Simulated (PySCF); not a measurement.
**H$_{8}$SSi$_{3}$, SMILES `[SiH3][SiH2]S[SiH3]`: what the electrons do**

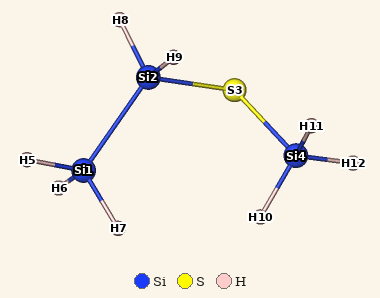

The molecule, with its atoms numbered as below. No frequency check shows the geometry to be a minimum.

Coordinates in Å:

```
Si1      2.2608    0.7530   -0.1942
Si2      0.8236   -0.9272    0.4835
S3      -1.0656   -0.8469   -0.5778
Si4     -2.0619    0.8665    0.2165
H5       3.5058    0.6683    0.5724
H6       2.6061    0.6681   -1.6143
H7       1.7153    2.0973    0.0283
H8       1.2380   -2.2896    0.1657
H9       0.4643   -0.8972    1.9042
H10     -1.2340    2.0415   -0.0355
H11     -2.2416    0.6773    1.6512
H12     -3.3185    0.8925   -0.5081
```

## 1. In an electric field

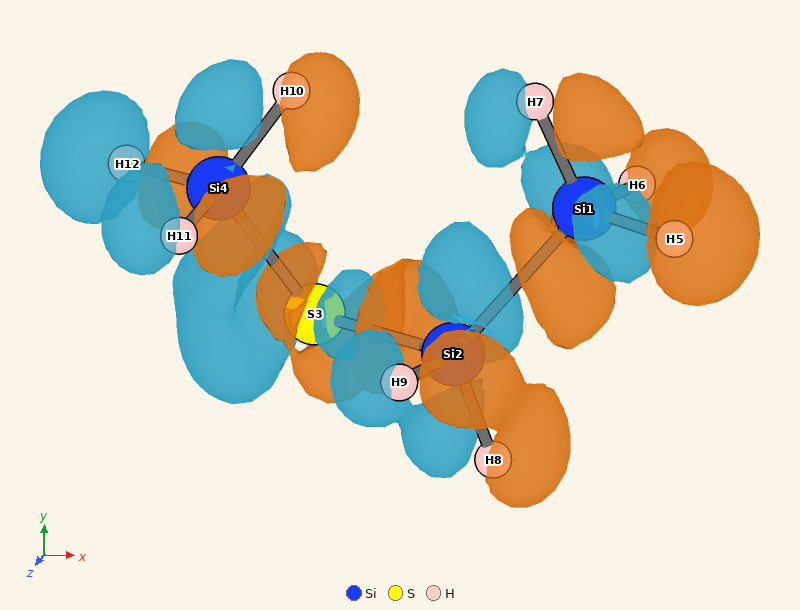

Change of the electron density in a uniform field of 0.51 V/Å, surfaces at ±0.005 e/Å³ (light blue: gain, orange: loss).

PySCF calculation, CAM-B3LYP/def2-SVPD, gas phase; geometry: GFN2-xTB.

Along which Cartesian direction does the field point?

Answer. Along +x: electrons gather on the −x side, against the field.

What dipole is induced, and what polarisability does it imply?

Answer. The induced dipole is 3.15 D (along the field); α along this axis, from the fields in both directions, is 124 bohr³ (18.4 Å³).

Which atoms gain and lose the most charge?

Answer. Electrons gather most on H12 (Hirshfeld charge changes by −0.028 e) and leave H5 most (+0.031 e); 0.243 electrons are displaced in all.

## 2. Removing or adding an electron

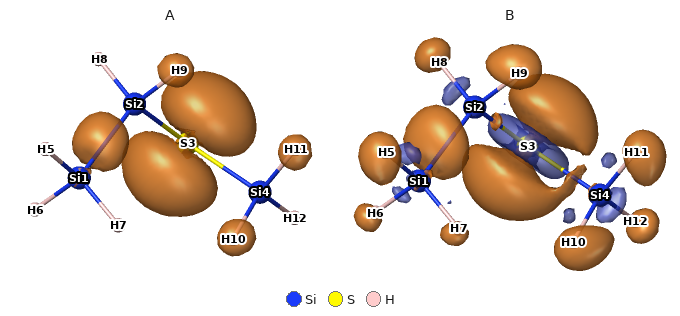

The Fukui function f⁻ from two separate SCF calculations and the density of the HOMO, at ±0.02 e/Å³ (orange positive, blue negative).

Method: TPSSh/aug-cc-pVDZ; geometry: GFN2-xTB; program: PySCF.

Which panel is which, and how good is the frozen-orbital picture?

Answer. B is f⁻ (it has negative regions), A the HOMO density. The HOMO lies on S3 (68 %), Si2 (8 %) and Si4 (7 %); f⁻ (Hirshfeld-condensed) is largest on S3 (0.38); the vertical ionisation energy is 8.88 eV (the stability of the cation's solution wasn't checked). Relaxation shifts 30 % of the electron between atoms. The orbital energy is −6.53 eV.

## 3. Stretching a bond

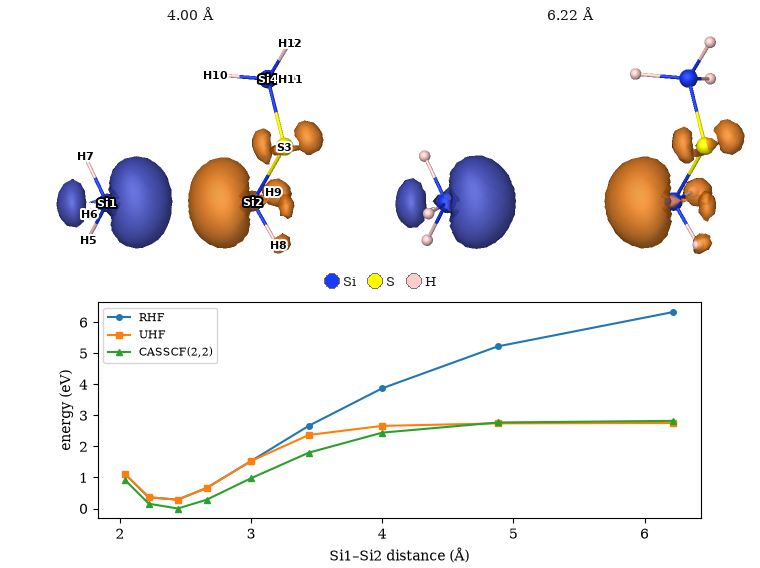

Rigid stretch of the Si1–Si2 bond. Broken-symmetry UHF spin density at ±0.03 e/Å³ (orange: α, blue: β). Below: energies along the scan, from the lowest point of the three curves.

Method: 6-31G* basis; geometry: GFN2-xTB; program: PySCF.

How does the broken-symmetry solution share the spin, and how far is it from a pure singlet?

Answer. At 6.22 Å excess α spin lies mostly on Si2 and excess β on Si1; the two could be swapped at no cost. ⟨S²⟩ is 0.89 at 4.00 Å and 1.01 at 6.22 Å, against 0 for a pure singlet and 1 for an equal mix of singlet and triplet.

Where does the UHF solution part from RHF?

Answer. Between 3.00 Å (⟨S²⟩ = 0, the two coincide) and 3.44 Å (⟨S²⟩ = 0.57); at 6.22 Å ⟨S²⟩ is 1.01 and UHF lies 3.6 eV below RHF.

How much energy does the stretch cost?

Answer. By CASSCF, 2.8 eV from the lowest point of the scan (2.44 Å) to 6.22 Å; RHF gives 6.0 eV from its own lowest point. The fragments aren't relaxed and dynamic correlation is missing, so this isn't a bond dissociation energy.
